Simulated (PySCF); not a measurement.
## Electronic structure of C₃H₉BO₂Si₂ in real space

```xyz
17

C     3.0183   -0.1237    0.4121
O     1.9631   -0.8801   -0.1190
C     0.6595   -0.3968   -0.0910
C     0.4021    0.8164    0.4691
O    -0.7570    1.4481    0.5912
Si   -2.3441    1.1696    0.1946
Si   -2.2534   -0.9085   -0.7953
B    -0.3467   -1.3602   -0.7361
H     3.9136   -0.7207    0.2420
H     2.9014    0.0460    1.4887
H     3.1295    0.8406   -0.0972
H     1.2039    1.4137    0.8965
H    -2.6318    2.3758   -0.5875
H    -2.9745    1.3483    1.5060
H    -2.8579   -0.8598   -2.1429
H    -3.1403   -1.8455   -0.0737
H     0.1072   -2.3511   -1.1676
```

Geometry: GFN2-xTB.

All numbers below come from PySCF, PBE0/def2-SVPD, SCF density, gas phase.

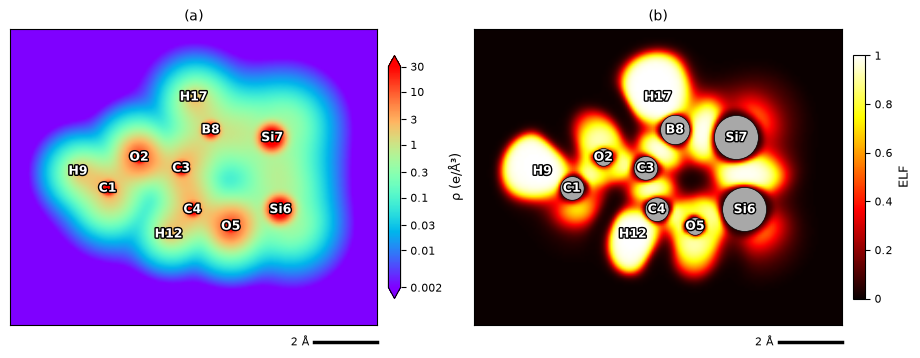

Figure 1. (a) total electron density; (b) electron localisation function on the plane of atoms C3, B8 and Si7. Grey discs cover the atomic cores in the ELF map.

> Describe what can be read from this map.

- The plane passes through C, O, Si, B and H nuclei.
- C–O (1.33 Å): ρ is about 2.5 e/Å³ halfway; the ELF peaks at about 0.90 between the atoms (a polar covalent bond).
- C–C (1.36 Å): ρ is about 2.2 e/Å³ halfway; the ELF peaks at about 0.95 between the atoms; localised, covalent bonding.
- C–B (1.54 Å): the density is about 1.5 e/Å³ at the midpoint; the ELF peaks at about 0.95 between the atoms, as expected for localised, covalent bonding.
- Si–O (1.66 Å): ρ at the midpoint is about 1 e/Å³; the ELF peaks at about 0.85 between the atoms (a polar covalent bond).
- Si–B (1.96 Å): ρ at the midpoint is about 0.83 e/Å³; the ELF peaks at about 1 between the atoms: a covalent bond.
- The ELF also peaks beside O5 and O2, away from the bonds: lone-pair regions.

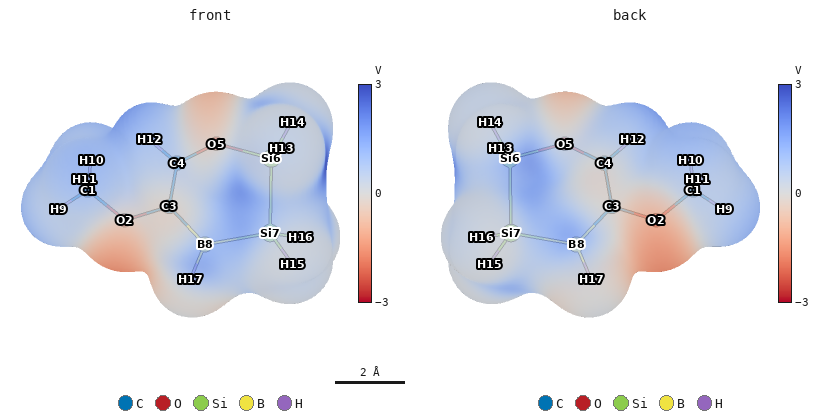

Figure 2. The electrostatic potential painted on the density surface at 0.004 e/bohr³, seen from the front and from behind; the colour scale runs from red (negative) to blue (positive).

> Which sites attract a positive test charge, and which a negative one?

A positive charge is drawn to the negative regions and a negative charge to the positive ones. The most negative region (about −1.6 V, or −37 kcal/mol for a unit charge) lies over O2, the most positive (about +2.5 V, or +58 kcal/mol for a unit charge) over Si6. O2 is the likeliest acceptor of a hydrogen bond.

> How polar is the molecule by this calculation?

Its dipole moment is 1.51 D.
